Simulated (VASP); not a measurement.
# Si2Ni: structure and properties in VASP, part 5 of 7

What structure and properties does PBE + U give Si2Ni, and how near are they to the measured ones? The start is a cell from a database of measured crystal structures.

VASP 6.6.1, plane waves and PAW; the level of theory is named at each step.

Still holding for the runs below: This run allows spin, but its moments start at zero, where symmetry between the spins tends to hold them, although Ni can carry a moment. A U on the itinerant d states of such a compound is hard to justify; it moves the bands at the Fermi level.

So far. Step 6 (Full relaxation (PBE + U)): It ends with forces that vanish by symmetry and a pressure of 0.01 GPa. Step 7 (Single point with fields (PBE + U)): In this run the pressure is 0.04 GPa, small enough to go on.

**8. Bands along the symmetry lines (PBE + U)**

Level of this step: PBE, DFT+U (Ni d 3 eV), zero-moment start; plane waves and PAW (Si, Ni) (VASP).

The mesh alone shows little of the dispersion and can miss band extrema, so KPOINTS_OPT adds a path through the symmetry points after the self-consistent cycle.

INCAR

```
SYSTEM = Si2Ni
PREC = Accurate
ENCUT = 400
EDIFF = 1E-06
NELM = 100
ISMEAR = 0
SIGMA = 0.05
LREAL = .FALSE.
ALGO = Normal
GGA = PE
NBANDS = 23
ISPIN = 2
MAGMOM = 0 0 0
LDAU = .TRUE.
LDAUTYPE = 2
LDAUL = -1 2
LDAUU = 0 3
LDAUJ = 0 0
LDAUPRINT = 1
LASPH = .TRUE.
LMAXMIX = 4
LORBIT = 11
LWAVE = .FALSE.
LCHARG = .FALSE.
KPAR = 8
```

POSCAR

```
Si2Ni
1.0
    0.0000000000      2.7079749037      2.7079749037
    2.7079749037      0.0000000000      2.7079749037
    2.7079749037      2.7079749037      0.0000000000
Si Ni
2 1
Direct
    0.2500000000      0.2500000000      0.2500000000
    0.7500000000      0.7500000000      0.7500000000
    0.0000000000      0.0000000000      0.0000000000
```

KPOINTS

```
Automatic mesh
0
Gamma
9 9 9
0 0 0
```

KPOINTS_OPT

```
Line mode
16
Line-mode
Reciprocal
  0.00000000   0.00000000   0.00000000 GAMMA
  0.50000000   0.00000000   0.50000000 X

  0.50000000   0.00000000   0.50000000 X
  0.50000000   0.25000000   0.75000000 W

  0.50000000   0.25000000   0.75000000 W
  0.37500000   0.37500000   0.75000000 K

  0.37500000   0.37500000   0.75000000 K
  0.00000000   0.00000000   0.00000000 GAMMA

  0.00000000   0.00000000   0.00000000 GAMMA
  0.50000000   0.50000000   0.50000000 L

  0.50000000   0.50000000   0.50000000 L
  0.62500000   0.25000000   0.62500000 U

  0.62500000   0.25000000   0.62500000 U
  0.50000000   0.25000000   0.75000000 W

  0.50000000   0.25000000   0.75000000 W
  0.50000000   0.50000000   0.50000000 L

  0.50000000   0.50000000   0.50000000 L
  0.37500000   0.37500000   0.75000000 K

  0.62500000   0.25000000   0.62500000 U
  0.50000000   0.00000000   0.50000000 X
```

PAW data sets: Si and Ni (PBE family, release 64).

The run is started by

```sh
mpirun -np 8 vasp_std
```

The log of the run:

```text
[... set-up lines as in an earlier step ...]
 entering main loop
       N       E                     dE             d eps       ncg     rms          rms(c)
DAV:   1     0.674961759720E+02    0.67496E+02   -0.60443E+03  3324   0.649E+02
DAV:   2    -0.119113304274E+02   -0.79408E+02   -0.70269E+02  3577   0.163E+02
DAV:   3    -0.166675901069E+02   -0.47563E+01   -0.46616E+01  3987   0.413E+01
DAV:   4    -0.167272476300E+02   -0.59658E-01   -0.59607E-01  3710   0.437E+00
DAV:   5    -0.167283757183E+02   -0.11281E-02   -0.11280E-02  4038   0.612E-01    0.136E+01
DAV:   6    -0.188692947152E+02   -0.21409E+01   -0.14004E+01  3815   0.754E+01    0.163E+01
DAV:   7    -0.155796017733E+02    0.32897E+01   -0.45060E+00  3792   0.488E+01    0.287E+00
DAV:   8    -0.155563687446E+02    0.23233E-01   -0.33398E-01  4301   0.736E+00    0.217E+00
DAV:   9    -0.155222635331E+02    0.34105E-01   -0.95651E-02  3903   0.502E+00    0.346E-01
DAV:  10    -0.155227334589E+02   -0.46993E-03   -0.38538E-03  3677   0.375E-01    0.189E-01
DAV:  11    -0.155229523489E+02   -0.21889E-03   -0.31619E-04  3717   0.120E-01    0.147E-02
DAV:  12    -0.155229668209E+02   -0.14472E-04   -0.17853E-05  3894   0.338E-02    0.130E-02
DAV:  13    -0.155229678149E+02   -0.99394E-06   -0.19985E-06  3738   0.163E-02
   1 F= -.15522968E+02 E0= -.15522571E+02  d E =-.793240E-03  mag=    -0.0000
 Start KPOINTS_OPT (optional k-point list driver)
k-point batch [1-35\160]
       N       E                     dE             ncg
DAV:   1     0.625041125282E+04   -0.10095E+05     3252
DAV:   2     0.340957018433E+04   -0.28408E+04     3584
DAV:   3     0.323964386257E+04   -0.16993E+03     3973
DAV:   4     0.323745750585E+04   -0.21864E+01     3762
DAV:   5     0.323741322397E+04   -0.44282E-01     4011
DAV:   6     0.323741144922E+04   -0.17748E-02     4137
DAV:   7     0.323741140379E+04   -0.45426E-04     3961
DAV:   8     0.323741140184E+04   -0.19553E-05     3048
DAV:   9     0.323741140167E+04   -0.16154E-06     2578
[...]
k-point batch [141-160\160]
       N       E                     dE             ncg
DAV:   1     0.112570041852E+05   -0.83487E+04     1864
DAV:   2     0.963807630857E+04   -0.16189E+04     2015
DAV:   3     0.954515075823E+04   -0.92926E+02     2249
DAV:   4     0.954402247511E+04   -0.11283E+01     2257
DAV:   5     0.954400034054E+04   -0.22135E-01     2209
DAV:   6     0.954399945264E+04   -0.88791E-03     2378
DAV:   7     0.954399942609E+04   -0.26551E-04     2201
DAV:   8     0.954399942478E+04   -0.13052E-05     1866
DAV:   9     0.954399942467E+04   -0.11066E-06     1529
```

Run time: 16 s. Hardware: 8 MPI ranks of Intel Xeon 6975P-C (Granite Rapids), shared host; peak memory 1.7 GiB; 2.1 min of CPU time.

Parts of OUTCAR (step 8):

```text
   k-points           NKPTS =     35   k-points in BZ     NKDIM =     35   number of bands    NBANDS=     23

   NELECT =      18.0000    total number of electrons

atom =   3  type =  2  l = 2

 onsite density matrix

spin component  1

spin component  2

 occupancies and eigenvectors

  o =  0.8417  v =  0.0000  0.0000  0.0000  0.0000  0.0000  0.0000 -0.2104  0.0000 -0.9776  0.0000      0.0000  0.0000  0.0000  0.0000  0.0000  0.0000  0.0000  0.0000  0.0000  0.0000
  o =  0.8417  v =  0.0000  0.0000  0.0000  0.0000  0.0000  1.0000  0.0000  0.0000  0.0000  0.0000      0.0000  0.0000  0.0000  0.0000  0.0000  0.0000  0.0000  0.0000  0.0000  0.0000
  o =  0.8417  v =  0.0000  0.0000  0.0000  0.0000  0.0000  0.0000  0.9776  0.0000 -0.2104  0.0000      0.0000  0.0000  0.0000  0.0000  0.0000  0.0000  0.0000  0.0000  0.0000  0.0000
  o =  0.8417  v =  0.0000 -0.9635  0.0000 -0.2679 -0.0000  0.0000  0.0000  0.0000  0.0000  0.0000      0.0000  0.0000  0.0000  0.0000  0.0000  0.0000  0.0000  0.0000  0.0000  0.0000
  o =  0.8417  v =  0.0000  0.2679 -0.0000 -0.9635  0.0000  0.0000  0.0000  0.0000  0.0000  0.0000      0.0000  0.0000  0.0000  0.0000  0.0000  0.0000  0.0000  0.0000  0.0000  0.0000
  o =  0.8417  v =  1.0000  0.0000  0.0000  0.0000  0.0000  0.0000  0.0000  0.0000  0.0000  0.0000      0.0000  0.0000  0.0000  0.0000  0.0000  0.0000  0.0000  0.0000  0.0000  0.0000
  o =  0.8962  v =  0.0000  0.0000  0.0000  0.0000  0.0000  0.0000 -0.0000  0.9837  0.0000  0.1800      0.0000  0.0000  0.0000  0.0000  0.0000  0.0000  0.0000  0.0000  0.0000  0.0000
  o =  0.8962  v =  0.0000  0.0000  0.0000  0.0000  0.0000  0.0000  0.0000  0.1800 -0.0000 -0.9837      0.0000  0.0000  0.0000  0.0000  0.0000  0.0000  0.0000  0.0000  0.0000  0.0000
  o =  0.8962  v =  0.0000  0.0000  0.9787 -0.0000 -0.2053  0.0000  0.0000  0.0000  0.0000  0.0000      0.0000  0.0000  0.0000  0.0000  0.0000  0.0000  0.0000  0.0000  0.0000  0.0000
  o =  0.8962  v =  0.0000  0.0000 -0.2053  0.0000 -0.9787  0.0000  0.0000  0.0000  0.0000  0.0000      0.0000  0.0000  0.0000  0.0000  0.0000  0.0000  0.0000  0.0000  0.0000  0.0000

 E-fermi :  10.2323

 spin component 1
 k-point     1 :       0.0000    0.0000    0.0000
  band No.  band energies     occupation
    ...
      3       4.8784      1.00000
      4       4.8784      1.00000
      5       6.3660      1.00000
      6       6.3660      1.00000
      7       9.9625      1.00000
      8      11.8775      0.00000
      9      11.8775      0.00000
     10      11.8775      0.00000
     11      12.7252      0.00000
     12      12.7252      0.00000
    ...

 k-point     2 :       0.1111    0.0000    0.0000
  band No.  band energies     occupation
    ...
      3       4.9366      1.00000
      4       4.9366      1.00000
      5       6.3383      1.00000
      6       6.3383      1.00000
      7       9.5142      1.00000
      8      10.9371      0.00000
      9      11.2469      0.00000
     10      11.2469      0.00000
     11      13.2829      0.00000
     12      13.2829      0.00000
    ...

  Total        0.0281375      0.0281375      0.0281375      0.0000000     -0.0000000      0.0000000
  in kB        1.1350943      1.1350943      1.1350943      0.0000000     -0.0000000      0.0000000
  external PRESSURE =       1.1350943 kB  Pullay stress =       0.0000000 kB

 POSITION                                       TOTAL-FORCE (eV/Angst)
 -----------------------------------------------------------------------------------
      1.35399      1.35399      1.35399         0.000000     -0.000000     -0.000000
      4.06196      4.06196      4.06196         0.000000      0.000000      0.000000
      0.00000      0.00000      0.00000        -0.000000     -0.000000     -0.000000
 -----------------------------------------------------------------------------------
    total drift:                               -0.000000     -0.000000      0.000000

  FREE ENERGIE OF THE ION-ELECTRON SYSTEM (eV)
  ---------------------------------------------------
  free  energy   TOTEN  =       -15.5229678149 eV

  energy  without entropy=      -15.5221745745  energy(sigma->0) =      -15.52257119

 magnetization (x)
# of ion       s       p       d       tot
------------------------------------------
    1       -0.000  -0.000   0.000  -0.000
    2       -0.000  -0.000   0.000  -0.000
    3       -0.000  -0.000   0.000   0.000
--------------------------------------------------
tot         -0.000  -0.000   0.000   0.000

[... 8 parts as in an earlier step ...]

[... 9 further parts left out ...]
```

This step gave:

```
bands    : 23
pressure : 0.1135 GPa
```

Both spin channels agree. Electronic bands along the path, in eV, zero at the Fermi level; # counts the bands kept:

```tsv
point	#6	#7	#8	#9	#10	#11	#12	#13
Γ	-3.87	-0.27	1.65	1.65	1.65	2.49	2.49	2.49
X	-3.82	-3.82	-3.64	-3.49	-0.55	1.43	7.83	8.28
W	-3.87	-3.82	-3.52	-2.69	2.22	2.22	4.76	5.36
K	-4.01	-3.62	-3.17	-2.81	0.12	3.73	4.71	6.38
Γ	-3.87	-0.27	1.65	1.65	1.65	2.49	2.49	2.49
L	-3.65	-3.65	-1.29	-1.29	1.74	1.74	1.85	2.64
U	-4.01	-3.62	-3.17	-2.81	0.12	3.73	4.71	6.38
W	-3.87	-3.82	-3.52	-2.69	2.22	2.22	4.76	5.36
L	-3.65	-3.65	-1.29	-1.29	1.74	1.74	1.85	2.64
K	-4.01	-3.62	-3.17	-2.81	0.12	3.73	4.71	6.38
jump to U	-4.01	-3.62	-3.17	-2.81	0.12	3.73	4.71	6.38
X	-3.82	-3.82	-3.64	-3.49	-0.55	1.43	7.83	8.28
```

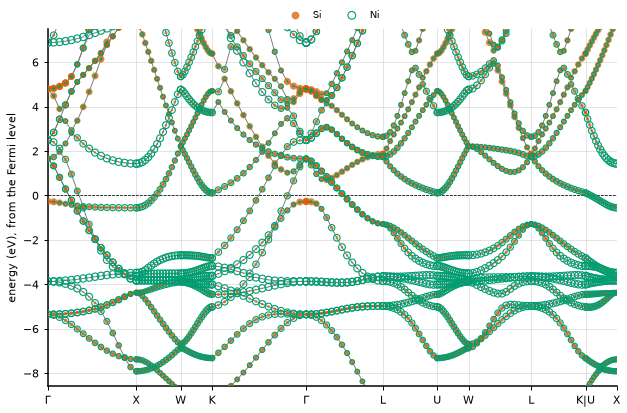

Electronic bands along the path; dots are coloured as in the legend, and their area grows with the weight.

There is no gap at this level.

Of the bands kept, 3 cross the Fermi level on this path.

**9. Density of states (PBE + U)**

Here the states are counted by energy and projected on the atoms. The mesh is finer than in the run before.

INCAR, as its differences from that of step 8:

```diff
@@ -5,3 +5,3 @@
 NELM = 100
-ISMEAR = 0
+ISMEAR = -5
 SIGMA = 0.05
@@ -25 +25,2 @@
 KPAR = 8
+NEDOS = 2001
```

POSCAR is that of step 8.

KPOINTS

```
Automatic mesh
0
Gamma
13 13 13
0 0 0
```

The run is started by

```sh
mpirun -np 8 vasp_std
```

The log of the run:

```text
[... set-up lines as in an earlier step ...]
 entering main loop
       N       E                     dE             d eps       ncg     rms          rms(c)
DAV:   1     0.674027049048E+02    0.67403E+02   -0.60150E+03  7880   0.651E+02
DAV:   2    -0.119905426217E+02   -0.79393E+02   -0.70916E+02  8666   0.162E+02
DAV:   3    -0.166670437663E+02   -0.46765E+01   -0.45904E+01  9567   0.413E+01
DAV:   4    -0.167244500101E+02   -0.57406E-01   -0.57331E-01  8918   0.435E+00
DAV:   5    -0.167255202373E+02   -0.10702E-02   -0.10689E-02  9674   0.606E-01    0.136E+01
DAV:   6    -0.188628690291E+02   -0.21373E+01   -0.13955E+01  9135   0.753E+01    0.163E+01
DAV:   7    -0.155785178635E+02    0.32844E+01   -0.43878E+00  9193   0.488E+01    0.287E+00
DAV:   8    -0.155513504053E+02    0.27167E-01   -0.32409E-01 10360   0.726E+00    0.221E+00
DAV:   9    -0.155191328283E+02    0.32218E-01   -0.10463E-01  9144   0.529E+00    0.385E-01
DAV:  10    -0.155191894166E+02   -0.56588E-04   -0.44951E-03  9857   0.661E-01    0.174E-01
DAV:  11    -0.155194434913E+02   -0.25407E-03   -0.31946E-04  8778   0.128E-01    0.165E-02
DAV:  12    -0.155194524746E+02   -0.89833E-05   -0.21710E-05  9471   0.291E-02    0.971E-03
DAV:  13    -0.155194432546E+02    0.92200E-05   -0.49504E-06  8631   0.235E-02    0.436E-03
DAV:  14    -0.155194419775E+02    0.12771E-05   -0.65987E-07  7874   0.419E-03    0.277E-03
DAV:  15    -0.155194436014E+02   -0.16239E-05   -0.78587E-08  5005   0.494E-03    0.117E-03
DAV:  16    -0.155194446844E+02   -0.10830E-05   -0.23417E-08  4592   0.217E-03    0.186E-04
DAV:  17    -0.155194448532E+02   -0.16882E-06   -0.10369E-08  4403   0.618E-04
   1 F= -.15519445E+02 E0= -.15519445E+02  d E =0.000000E+00  mag=     0.0000
 -----------------------------------------------------------------------------
|                                                                             |
|           W    W    AA    RRRRR   N    N  II  N    N   GGGG   !!!           |
|           W    W   A  A   R    R  NN   N  II  NN   N  G    G  !!!           |
|           W    W  A    A  R    R  N N  N  II  N N  N  G       !!!           |
|           W WW W  AAAAAA  RRRRR   N  N N  II  N  N N  G  GGG   !            |
|           WW  WW  A    A  R   R   N   NN  II  N   NN  G    G                |
|           W    W  A    A  R    R  N    N  II  N    N   GGGG   !!!           |
|                                                                             |
|     Tetrahedron method does not include variations of the Fermi             |
|     occupations, so forces and stress will be inaccurate. We suggest        |
|     using a different smearing scheme ISMEAR = 1 or 2 for metals in         |
|     relaxations.                                                            |
|                                                                             |
 -----------------------------------------------------------------------------
```

It took 13 s on 8 MPI ranks; peak memory 1.8 GiB; 97 s of CPU time.

OUTCAR, selected parts (step 9):

```text
   k-points           NKPTS =     84   k-points in BZ     NKDIM =     84   number of bands    NBANDS=     23

   NELECT =      18.0000    total number of electrons

atom =   3  type =  2  l = 2

 onsite density matrix

spin component  1

  0.8412 -0.0000 -0.0000 -0.0000  0.0000
 -0.0000  0.8412  0.0000  0.0000  0.0000
 -0.0000  0.0000  0.8964  0.0000  0.0000
 -0.0000  0.0000  0.0000  0.8412  0.0000
  0.0000  0.0000  0.0000  0.0000  0.8964

spin component  2

 occupancies and eigenvectors

  o =  0.8412  v =  0.0000  0.0000  0.0000  0.0000  0.0000  1.0000  0.0000  0.0000  0.0000  0.0000      0.0000  0.0000  0.0000  0.0000  0.0000  0.0000  0.0000  0.0000  0.0000  0.0000
  o =  0.8412  v =  0.0000  0.0000  0.0000  0.0000  0.0000  0.0000 -0.3130  0.0000  0.9498 -0.0000      0.0000  0.0000  0.0000  0.0000  0.0000  0.0000  0.0000  0.0000  0.0000  0.0000
  o =  0.8412  v =  0.0000  0.0000  0.0000  0.0000  0.0000  0.0000 -0.9498 -0.0000 -0.3130 -0.0000      0.0000  0.0000  0.0000  0.0000  0.0000  0.0000  0.0000  0.0000  0.0000  0.0000
  o =  0.8412  v =  0.0000  0.4408 -0.0000 -0.8976  0.0000  0.0000  0.0000  0.0000  0.0000  0.0000      0.0000  0.0000  0.0000  0.0000  0.0000  0.0000  0.0000  0.0000  0.0000  0.0000
  o =  0.8412  v =  0.0000  0.8976 -0.0000  0.4408  0.0000  0.0000  0.0000  0.0000  0.0000  0.0000      0.0000  0.0000  0.0000  0.0000  0.0000  0.0000  0.0000  0.0000  0.0000  0.0000
  o =  0.8412  v =  1.0000  0.0000  0.0000  0.0000  0.0000  0.0000  0.0000  0.0000  0.0000  0.0000      0.0000  0.0000  0.0000  0.0000  0.0000  0.0000  0.0000  0.0000  0.0000  0.0000
  o =  0.8964  v =  0.0000 -0.0000 -0.9946  0.0000 -0.1034  0.0000  0.0000  0.0000  0.0000  0.0000      0.0000  0.0000  0.0000  0.0000  0.0000  0.0000  0.0000  0.0000  0.0000  0.0000
  o =  0.8964  v =  0.0000 -0.0000 -0.1034 -0.0000  0.9946  0.0000  0.0000  0.0000  0.0000  0.0000      0.0000  0.0000  0.0000  0.0000  0.0000  0.0000  0.0000  0.0000  0.0000  0.0000
  o =  0.8964  v =  0.0000  0.0000  0.0000  0.0000  0.0000  0.0000 -0.0000  0.9946 -0.0000  0.1034      0.0000  0.0000  0.0000  0.0000  0.0000  0.0000  0.0000  0.0000  0.0000  0.0000
  o =  0.8964  v =  0.0000  0.0000  0.0000  0.0000  0.0000  0.0000  0.0000  0.1034 -0.0000 -0.9946      0.0000  0.0000  0.0000  0.0000  0.0000  0.0000  0.0000  0.0000  0.0000  0.0000

 E-fermi :  10.2140

 spin component 1
 k-point     1 :       0.0000    0.0000    0.0000
  band No.  band energies     occupation
    ...
      3       4.8781      1.00000
      4       4.8781      1.00000
      5       6.3644      1.00000
      6       6.3644      1.00000
      7       9.9578      1.00000
      8      11.8750      0.00000
      9      11.8750      0.00000
     10      11.8750      0.00000
     11      12.7256      0.00000
     12      12.7256      0.00000
    ...

 k-point     2 :       0.0769    0.0000    0.0000
  band No.  band energies     occupation
    ...
      3       4.9066      1.00000
      4       4.9066      1.00000
      5       6.3501      1.00000
      6       6.3501      1.00000
      7       9.8090      1.00000
      8      11.1072     -0.00898
      9      11.4996      0.00000
     10      11.4996      0.00000
     11      13.1055      0.00000
     12      13.1055      0.00000
    ...

  Total       -0.1662334     -0.1662334     -0.1662334     -0.0000000     -0.0000000      0.0000000
  in kB       -6.7060223     -6.7060223     -6.7060223     -0.0000000     -0.0000000      0.0000000
  external PRESSURE =      -6.7060223 kB  Pullay stress =       0.0000000 kB

 POSITION                                       TOTAL-FORCE (eV/Angst)
 -----------------------------------------------------------------------------------
      1.35399      1.35399      1.35399        -0.000000      0.000000      0.000000
      4.06196      4.06196      4.06196         0.000000      0.000000     -0.000000
      0.00000      0.00000      0.00000        -0.000000     -0.000000     -0.000000
 -----------------------------------------------------------------------------------
    total drift:                               -0.000000     -0.000000      0.000000

  FREE ENERGIE OF THE ION-ELECTRON SYSTEM (eV)
  ---------------------------------------------------
  free  energy   TOTEN  =       -15.5194448532 eV

  energy  without entropy=      -15.5194448532  energy(sigma->0) =      -15.51944485

 magnetization (x)
# of ion       s       p       d       tot
------------------------------------------
    1        0.000  -0.000   0.000  -0.000
    2        0.000  -0.000   0.000  -0.000
    3       -0.000  -0.000   0.000   0.000
--------------------------------------------------
tot          0.000  -0.000   0.000   0.000

[... 6 parts as in an earlier step ...]

[... 10 further parts left out ...]
```

With tetrahedra the forces and stress of a metal are not exact derivatives of the energy.

This step gave:

```yaml
scf_cycles: 17
irreducible_k_points: 84
fermi_energy: 10.21 eV
pressure: -0.6706 GPa
dos_at_the_fermi_level: 0.8606 states/eV/cell
```

The density of states has structure finer than the step of the table below, so its rows give means over 1 eV, whole bins alone (the curve runs from -12.0 to 4.38 eV). Peaks (eV: height): total -4.9: 5.27, -4.4: 4.21, -3.7: 9.03, 2.3: 2.13; Ni d -4.9: 2.99, -3.6: 7.91; Si p -5.3: 0.653, -4.9: 0.700, -4.4: 0.432, 2.3: 0.438; Ni p -4.9: 0.116, -4.4: 0.103, -2.6: 0.176, 4.1: 0.089; Si s -9.5: 0.326, -9.2: 0.285, -8.6: 0.307, 1.1: 0.290.

States under -12.0 eV and over 4.4 eV are left out; both spin channels agree and are summed. The density of states by energy, zero at the Fermi level; means over each step; values in states/eV/cell:

```tsv
energy (eV)	total	Ni d	Si p	Ni p	Si s	Ni s
-11	0.559	0.00933	0.0249	0.0230	0.180	0.0589
-10	0.697	0.0209	0.0318	0.0420	0.234	0.0485
-9	0.838	0.0577	0.0441	0.0640	0.283	0.0167
-8	0.764	0.130	0.0494	0.0380	0.232	0.0135
-7	0.805	0.180	0.111	0.0242	0.118	0.0462
-6	1.11	0.349	0.190	0.0395	0.0442	0.0497
-5	3.01	1.60	0.433	0.0754	0.0270	0.0665
-4	4.71	3.74	0.213	0.0551	0.0151	0.0752
-3	2.31	1.56	0.163	0.114	0.0224	0.0507
-2	1.50	0.623	0.225	0.159	0.0302	0.0191
-1	0.719	0.192	0.132	0.0951	0.0312	0.00940
0	0.871	0.333	0.0990	0.0464	0.134	0.00781
1	1.38	0.361	0.207	0.0489	0.208	0.0124
2	1.10	0.246	0.205	0.0320	0.0607	0.0341
3	1.53	0.237	0.292	0.0656	0.113	0.0485
```

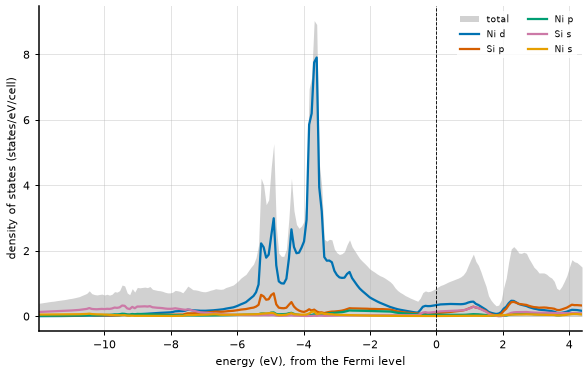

Density of states against energy.

The finer mesh and the other smearing move the Fermi level by -0.02 eV from the 9×9×9 run, a small shift, which tests the Fermi level alone. Of the states within 0.3 eV of the Fermi level, the largest shares in the PAW spheres are Ni d 39 %, Si s 15 % and Si p 11 %. The rest lies in smaller channels or between the spheres.

(Continued in part 6 of 7.)

[Lines on the potential files, build, host, timing and source positions are cut from VASP's logs without a mark.]

[Logs are printed without paths, hosts, clocks, repeated set-up lines and the standing remarks that a program may print on its own settings, such as how far it seeks lower states.]

[Hosts, paths, dates, database ids (printed as entryN), source tags and the programs' standing remarks are cut or masked in the printed files.]

[A measured line is paired with the nearest computed mode of its activity, which favours agreement.]

[In band tables of VASP the shares of atoms and orbitals are scaled to a sum of 1 inside the atoms' spheres.]
